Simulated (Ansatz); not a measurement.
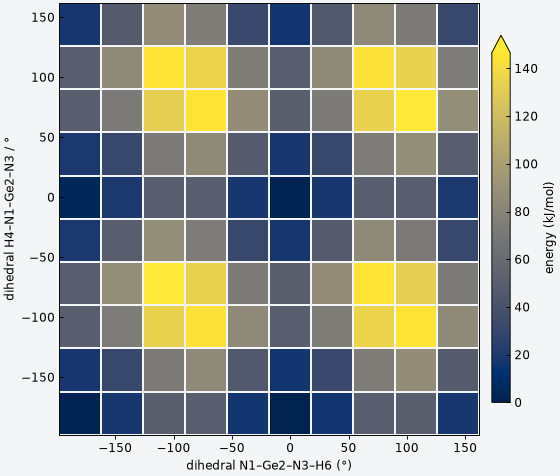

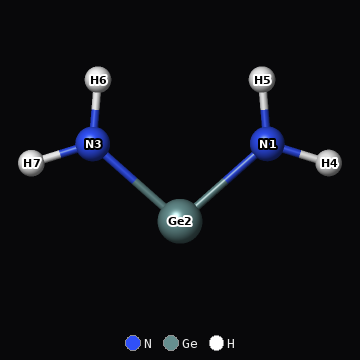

Energy landscape of GeH4N2, SMILES [NH2][Ge][NH2]. 
- The first coordinate is: dihedral N1–Ge2–N3–H6; the second: dihedral H4–N1–Ge2–N3.
- Nothing is relaxed (all other coordinates rigid).
- The scan uses a 10 × 10 grid; 50 points were computed and 50 follow by symmetry.
- Points are written as (first, second).
- All energies are given in kJ/mol relative to the lowest grid point.
- Energies and slopes of some neighbouring points disagree (a jump in structure or state, or too coarse a mesh).
- Method: RKS r2SCAN-D4/def2-TZVP (Ansatz 0.2.0).

The picture shows one coloured cell a grid point, one colour for all values above the top of the scale. The second picture is the structure at the lowest point.

**Describe this landscape.**

The lowest grid point is at (0°, −180°). Other grid points that lie below all their neighbours: (−180°, −180°) (1.6 kJ/mol higher); (0°, 0°) (1.6 kJ/mol higher); (−180°, 0°) (3.5 kJ/mol higher). The highest grid point, (−108°, −72°), lies 147 kJ/mol above the lowest.

The values on the grid:

| dihedral H4–N1–Ge2–N3 ↓, dihedral N1–Ge2–N3–H6 → | −180 | −144 | −108 | −72 | −36 | 0 | 36 | 72 | 108 | 144 |
| --- | --- | --- | --- | --- | --- | --- | --- | --- | --- | --- |
| 144 | 18 | 47 | 86 | 75 | 31 | 17 | 45 | 84 | 73 | 31 |
| 108 | 50 | 85 | 145 | 135 | 75 | 50 | 84 | 143 | 134 | 74 |
| 72 | 50 | 72 | 132 | 145 | 86 | 51 | 73 | 134 | 147 | 87 |
| 36 | 19 | 31 | 72 | 85 | 47 | 18 | 31 | 74 | 87 | 49 |
| 0 | 4 | 19 | 50 | 50 | 18 | 2 | 18 | 50 | 50 | 19 |
| −36 | 19 | 49 | 87 | 74 | 31 | 18 | 47 | 85 | 72 | 31 |
| −72 | 50 | 87 | 147 | 134 | 73 | 51 | 86 | 145 | 132 | 72 |
| −108 | 50 | 74 | 134 | 143 | 84 | 50 | 75 | 135 | 145 | 85 |
| −144 | 18 | 31 | 73 | 84 | 45 | 17 | 31 | 75 | 86 | 47 |
| −180 | 2 | 18 | 51 | 50 | 17 | 0 | 17 | 50 | 51 | 18 |

Each point was launched as `ansatz run input.yaml --threads 1 --pin off --max-ram 2560MiB --backend cpu --events-out ev --progress --plain --runs-dir out`. Time for the 50 points that were run: 6.2 min on 1 thread of Arm Neoverse V1 (shared host).
